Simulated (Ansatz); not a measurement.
# BSiC (doublet): trial inputs and their diagnosis

3 inputs are run for BSiC (doublet) as typed; the log has to tell whether the result can be used and what must change.

The runs use Ansatz 0.2.0, Gaussian basis; the settings change from run to run.

22 further runs of the same task are left out: 10 that didn't finish, 12 set aside as unsound or not needed.

### Step 1. What is computed

The geometry is a PBE0/def2-TZVP stationary point (not a proven minimum).

3 atoms, charge 0, spin multiplicity 2.

Atoms are counted from 1 here; the program's logs count them from 0.

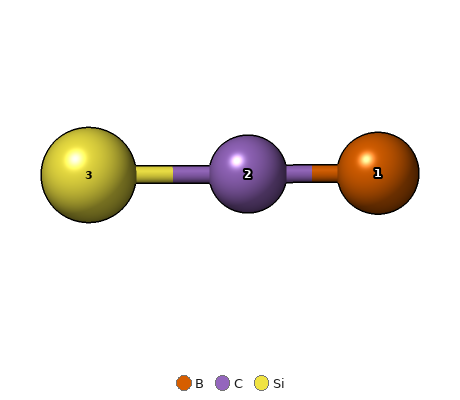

The structure; boron orange, carbon purple, silicon yellow; atoms are numbered from 1 in the order of the file.

As a file:

```
B     0.0000    0.0000   -1.4721
C     0.0000    0.0000   -0.1021
Si    0.0000    0.0000    1.5743
```

### Step 2. Attempt 1

in.yaml reads:

```yaml
crystal:
  periodic: [false, false, false]
  atoms:
    - {symbol: B, position_ang: [0.000000, 0.000000, -1.472133]}
    - {symbol: C, position_ang: [0.000000, 0.000000, -0.102133]}
    - {symbol: Si, position_ang: [0.000000, 0.000000, 1.574267]}
basis:
  gaussian: {orbitals: def2-mTZVP}
magnetization: {spin_polarized: false, initial_magnetization: 1}
correlation: {method: mp2, electrons: valence}
scf: {max_iter: 3}
output: {forces: true}
```

The run is started by

```
$ ansatz run in.yaml --threads 1 --pin off --events-out ev --progress --plain --max-ram 2393MiB
```

Output:

```text
Error: invalid value for `basis.gaussian`: such a run doesn't read scf.max_iter; remove what it names
```

It took 0.03 s on 1 thread of Arm Neoverse V1, shared host.

Diagnosis: The run was refused. The input holds a key that the program doesn't read here. Cure: remove it or spell it as the reference does.

### Step 3. Attempt 2

in.yaml reads:

```yaml
crystal:
  periodic: [false, false, false]
  atoms:
    - {symbol: B, position_ang: [0.000000, 0.000000, -1.472133]}
    - {symbol: C, position_ang: [0.000000, 0.000000, -0.102133]}
    - {symbol: Si, position_ang: [0.000000, 0.000000, 1.574267]}
basis:
  gaussian: {orbitals: cc-pVDZ}
magnetization: {spin_polarized: false, initial_magnetization: 1}
correlation: {method: sc_nevpt2, electrons: outside_noble_gas, active_space: {window: {electrons: 5, orbitals: 3}}}
output: {forces: true}
```

Launched as before.

Output:

```text
Functional definition: HF
  name "HF"
  cite "Fock, Z. Phys. 61, 126 (1930) doi:10.1007/BF01340294"
  parent pbe
  exchange = exact_x
  correlation = 0
453 factors; integrals over basis functions are off by at most 8.6e-4 eV
mean field evaluation 1: about -9555.4560 eV, gradient 3.1e1 eV
mean field evaluation 2: about -9555.4608 eV, gradient 3.1e1 eV
mean field evaluation 4: about -9559.5133 eV, gradient 4.6e0 eV
mean field evaluation 8: about -9559.7875 eV, gradient 2.3e-1 eV
mean field evaluation 16: about -9558.1115 eV, gradient 1.2e-1 eV
mean field -9559.78802355 eV, -351.3157300086 hartree, gradient 2.6e-6 eV, S^2 0.750000; 3 other end points of the search recorded, 0 dependent functions left out
reference -9559.78802355 eV, -351.3157300086 hartree; 13, 12 occupied and 33, 34 virtual orbitals, 453 factors
state -9559.78802355 eV, -351.3157300086 hartree
state -9559.78802355 eV, -351.3157300086 hartree; corrected -9566.28125540 eV, -351.5543518777 hartree
state -9558.11165924 eV, -351.2541247562 hartree
state -9558.11165924 eV, -351.2541247562 hartree; corrected -9563.86385087 eV, -351.4655138997 hartree
state -9559.78802355 eV, -351.3157300086 hartree; corrected -9566.28125540 eV, -351.5543518777 hartree
WARN: 2 active orbitals are nearly empty or full. The corrections depend on them more than the energy does, and are more stable in an active space without them
the calculation of the forces begins
Error: an active orbital is full or empty, and SC-NEVPT2 has no forces then: leave it out of the active space
```

It took 2.3 s on 1 thread of Arm Neoverse V1, shared host.

What is wrong: The run stopped with an error. It says: «an active orbital is full or empty, and SC-NEVPT2 has no forces then: leave it out of the active space». Cure: drop the forces, or choose an active space whose orbitals are all partly filled.

### Step 4. Attempt 3

in.yaml reads:

```yaml
crystal:
  periodic: [false, false, false]
  atoms:
    - {symbol: B, position_ang: [0.000000, 0.000000, -1.472133]}
    - {symbol: C, position_ang: [0.000000, 0.000000, -0.102133]}
    - {symbol: Si, position_ang: [0.000000, 0.000000, 1.574267]}
basis:
  gaussian: {orbitals: cc-pVDZ}
magnetization: {spin_polarized: false, initial_magnetization: 1}
correlation: {method: fic_mrcisd_q, electrons: outside_noble_gas, active_space: {window: {electrons: 7, orbitals: 2}}}
accuracy: high
```

Launched as before.

Output:

```text
Functional definition: HF
  name "HF"
  cite "Fock, Z. Phys. 61, 126 (1930) doi:10.1007/BF01340294"
  parent pbe
  exchange = exact_x
  correlation = 0
917 factors; integrals over basis functions are off by at most 3.0e-9 eV
mean field evaluation 1: about -9555.4494 eV, gradient 3.1e1 eV
mean field evaluation 2: about -9555.4590 eV, gradient 3.1e1 eV
mean field evaluation 4: about -9559.5129 eV, gradient 4.6e0 eV
mean field evaluation 8: about -9559.7876 eV, gradient 2.3e-1 eV
mean field evaluation 16: about -9558.0480 eV, gradient 2.4e0 eV
mean field evaluation 32: about -9559.7201 eV, gradient 3.2e0 eV
mean field -9559.78807155 eV, -351.3157317725 hartree, gradient 2.9e-8 eV, S^2 0.750000; 3 other end points of the search recorded, 0 dependent functions left out
reference -9559.78807155 eV, -351.3157317725 hartree; 13, 12 occupied and 33, 34 virtual orbitals, 917 factors
Error: 7 electrons in 2 orbitals form no window around the highest filled level of the reference
```

Wall time 1.1 s (1 thread of Arm Neoverse V1, shared host).

What is wrong: The run stopped with an error. The active window can't be built from these electrons and orbitals. Cure: choose counts that fit the spin, the electrons and the basis.

### Step 5. Summary

| attempt | level | ended | cause | time |
| --- | --- | --- | --- | --- |
| 1 | MP2 on ROHF/def2-mTZVP | refused | the input holds a key that the program doesn't read here | 0.03 s |
| 2 | NEVPT2(5,3)/cc-pVDZ | stopped by an error | an active orbital is full or empty, and SC-NEVPT2 has no forces then: leave it out of the active space | 2.3 s |
| 3 | MRCISD+Q(7,2)/cc-pVDZ | stopped by an error | the active window can't be built from these electrons and orbitals | 1.1 s |

1 refused, 2 stopped by an error.
